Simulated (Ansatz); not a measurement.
# HSE06/def2-SVP run of GeSiH6O (SMILES [SiH3][O][GeH3])

Aim: the electronic atomisation energy of GeSiH6O at HSE06/def2-SVP, from 5 runs. 

The calculation is run with Ansatz 0.2.0.

75 further runs of the same task are left out: 75 set aside as unsound or not needed.

### Step 1. The structure to begin with

GeSiH6O: 9 atoms, total charge 0, spin state singlet. SMILES: `[SiH3][O][GeH3]`. Geometry: relaxed at PBE0-D4/def2-TZVP.

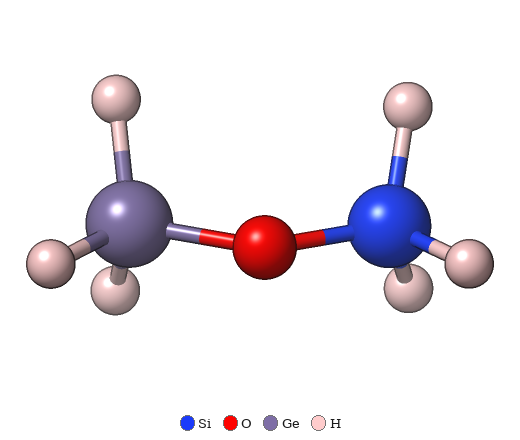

The structure, seen from a chosen angle (silicon blue, oxygen red, germanium purple, hydrogen pink).

### Step 2. The energy at HSE06/def2-SVP

The input, job.yaml:

```yaml
crystal:
  periodic: [false, false, false]
  atoms:
    - symbol: Si
      position_ang: [-0.686600, 1.033100, -0.921400]
    - symbol: O
      position_ang: [0.592700, 0.201900, -0.339400]
    - symbol: Ge
      position_ang: [0.809800, -1.049500, 0.901700]
    - symbol: H
      position_ang: [-1.697500, 0.113200, -1.514500]
    - symbol: H
      position_ang: [-0.195800, 1.964800, -1.966700]
    - symbol: H
      position_ang: [-1.355600, 1.810800, 0.159300]
    - symbol: H
      position_ang: [2.310800, -1.355600, 0.917000]
    - symbol: H
      position_ang: [-0.018800, -2.280500, 0.498400]
    - symbol: H
      position_ang: [0.329300, -0.484400, 2.248700]
basis:
  gaussian:
    orbitals: def2-SVP
accuracy: high
magnetization:
  spin_polarized: false
  initial_magnetization: 0
hamiltonian:
  xc: {name: HSE06}
output:
  orbitals: {seedname: orbitals}
```

On the command line:

```
$ ansatz run job.yaml --threads 1 --pin off --max-ram 3480MiB --events-out events.jsonl --progress --plain --runs-dir runs
```

Log:

```text
Warning: RAYON_NUM_THREADS=1 ignored (pool sized by the plan → 1); use --threads N
Functional definition: HSE06
  name "HSE06"
  parameter a = 0.25
  parameter omega = 0.11/bohr
  exchange = pbe_x - a*pbe_x_sr(omega) + a*exact_x_sr(omega)
  correlation = pbe_c
2026 factors; integrals over basis functions are off by at most 1.0e-8 eV
103 factors; integrals over basis functions are off by at most 2.1e-9 eV
mean field evaluation 1: about -66513.2712 eV, gradient 4.8e1 eV
mean field evaluation 2: about -66499.8419 eV, gradient 9.6e1 eV
mean field evaluation 4: about -66517.1678 eV, gradient 3.4e0 eV
mean field evaluation 8: about -66517.3099 eV, gradient 2.1e-1 eV
mean field evaluation 16: about -66517.3101 eV, gradient 3.0e-6 eV
mean field -66517.31010013 eV, -2444.4660591278 hartree, gradient 1.9e-8 eV, S^2 0.000000; 0 other end points of the search recorded, 0 dependent functions left out
reference -66517.31010379 eV, -2444.4660592623 hartree; 30, 30 occupied and 64, 64 virtual orbitals, 2026 factors
Total energy: -66517.31010379 eV, -2444.4660592623 hartree
```

Wall time 5.1 s (1 thread of Intel Xeon 6975P-C (Granite Rapids), shared host); peak memory 0.37 GiB.

### Step 3. The Ge atom, same level

The input, input.yaml:

```yaml
crystal:
  periodic: [false, false, false]
  atoms:
    - symbol: Ge
      position_ang: [0.000000, 0.000000, 0.000000]
basis:
  gaussian:
    orbitals: def2-SVP
magnetization:
  spin_polarized: true
  initial_magnetization: 2
hamiltonian:
  xc: {name: HSE06}
accuracy: high
```

On the command line:

```
$ ansatz run input.yaml --threads 1 --pin off --max-ram 3480MiB --events-out events.jsonl --progress --plain --runs-dir runs
```

Log, cut to the lines that bear on the results:

```text
Warning: RAYON_NUM_THREADS=1 ignored (pool sized by the plan → 1); use --threads N
[... 6 set-up lines as earlier in the session ...]
315 factors; integrals over basis functions are off by at most 3.9e-9 eV
46 factors; integrals over basis functions are off by at most 8.0e-10 eV
mean field evaluation 1: about -56501.5475 eV, gradient 4.5e0 eV
mean field evaluation 2: about -56501.5946 eV, gradient 3.5e0 eV
mean field evaluation 4: about -56501.6143 eV, gradient 7.7e-2 eV
mean field evaluation 8: about -56501.6155 eV, gradient 4.2e-4 eV
mean field evaluation 16: about -56501.5158 eV, gradient 3.0e0 eV
mean field evaluation 32: about -56501.6155 eV, gradient 9.6e-9 eV
mean field -56501.61553182 eV, -2076.3960726238 hartree, gradient 1.3e-8 eV, S^2 2.002978; 1 other end points of the search recorded, 0 dependent functions left out
reference -56501.61553372 eV, -2076.3960726938 hartree; 17, 15 occupied and 15, 17 virtual orbitals, 315 factors
Total energy: -56501.61553372 eV, -2076.3960726938 hartree
```

Run time: 1.4 s. Hardware: 1 thread of Intel Xeon 6975P-C (Granite Rapids), shared host.

### Step 4. The H atom at the same level

The input, input.yaml:

```yaml
basis:
  gaussian: {orbitals: def2-SVP}
crystal:
  periodic: [false, false, false]
  atoms:
    - {symbol: H, position_ang: [0.000000, 0.000000, 0.000000]}
magnetization: {spin_polarized: true, initial_magnetization: 1}
hamiltonian: {xc: {name: HSE06}}
accuracy: high
```

On the command line:

```
$ ansatz run input.yaml --threads 1 --pin off --max-ram 3480MiB --events-out events.jsonl --progress --plain --runs-dir runs
```

Log, cut to the lines that bear on the results:

```text
Warning: RAYON_NUM_THREADS=1 ignored (pool sized by the plan → 1); use --threads N
[... 6 set-up lines as earlier in the session ...]
15 factors; integrals over basis functions are off by at most 8.9e-10 eV
14 factors; integrals over basis functions are off by at most 2.1e-10 eV
mean field evaluation 1: about -13.6055 eV, gradient 1.7e-1 eV
mean field evaluation 2: about -13.6054 eV, gradient 1.7e-1 eV
mean field evaluation 4: about -13.6058 eV, gradient 3.8e-3 eV
mean field evaluation 8: about -13.6058 eV, gradient 4.3e-9 eV
mean field -13.60580581 eV, -0.5000041413 hartree, gradient 4.3e-9 eV, S^2 0.750000; 0 other end points of the search recorded, 0 dependent functions left out
reference -13.60580762 eV, -0.5000042076 hartree; 1, 0 occupied and 4, 5 virtual orbitals, 15 factors
Total energy: -13.60580762 eV, -0.5000042076 hartree
```

Run time: 0.14 s. Hardware: 1 thread of Intel Xeon 6975P-C (Granite Rapids), shared host.

### Step 5. The O atom at the same level

The input, run.yaml:

```yaml
crystal:
  periodic: [false, false, false]
  atoms:
    - symbol: O
      position_ang: [0.000000, 0.000000, 0.000000]
basis:
  gaussian: {orbitals: def2-SVP}
accuracy: high
total_charge: 0
magnetization: {spin_polarized: true, initial_magnetization: 2}
hamiltonian: {xc: {name: HSE06}}
```

On the command line:

```
$ ansatz run run.yaml --threads 1 --pin off --max-ram 3480MiB --events-out events.jsonl --progress --plain --runs-dir runs
```

Log, cut to the lines that bear on the results:

```text
Warning: RAYON_NUM_THREADS=1 ignored (pool sized by the plan → 1); use --threads N
[... 6 set-up lines as earlier in the session ...]
95 factors; integrals over basis functions are off by at most 1.2e-9 eV
26 factors; integrals over basis functions are off by at most 9.0e-10 eV
mean field evaluation 1: about -2038.6172 eV, gradient 5.4e0 eV
mean field evaluation 2: about -2038.6951 eV, gradient 2.5e0 eV
mean field evaluation 4: about -2038.7204 eV, gradient 2.4e-2 eV
mean field evaluation 8: about -2038.7204 eV, gradient 1.4e-4 eV
mean field -2038.72038659 eV, -74.9215923128 hartree, gradient 6.2e-8 eV, S^2 2.002316; 0 other end points of the search recorded, 0 dependent functions left out
reference -2038.72038723 eV, -74.9215923362 hartree; 5, 3 occupied and 9, 11 virtual orbitals, 95 factors
Total energy: -2038.72038723 eV, -74.9215923362 hartree
```

It took 0.24 s on 1 thread of Intel Xeon 6975P-C (Granite Rapids), shared host.

### Step 6. The Si atom

The input, run.yaml:

```yaml
crystal:
  periodic: [false, false, false]
  atoms:
    - {symbol: Si, position_ang: [0.000000, 0.000000, 0.000000]}
basis:
  gaussian:
    orbitals: def2-SVP
accuracy: high
hamiltonian:
  xc: hse06
magnetization:
  spin_polarized: true
  initial_magnetization: 2
```

Run the same way, it converges to -289.14547 Eh (log not shown).

### Step 7. Summary of results

Level: HSE06/def2-SVP.

```
                     quantity           value
       molecule: total energy  -2444.46606 Eh
        molecule: HOMO energy        -7.97 eV
        molecule: LUMO energy        -0.29 eV
      molecule: HOMO–LUMO gap         7.68 eV
        Ge atom: total energy  -2076.39607 Eh
                Ge atom: ⟨S²⟩           2.003
         H atom: total energy     -0.50000 Eh
                 H atom: ⟨S²⟩           0.750
         O atom: total energy    -74.92159 Eh
                 O atom: ⟨S²⟩           2.002
        Si atom: total energy   -289.14547 Eh
                Si atom: ⟨S²⟩           2.004
electronic atomisation energy       27.290 eV
```

In words: Taking the molecule apart into free atoms costs 27.29 eV (2633 kJ/mol), before zero-point energy and without spin-orbit coupling.
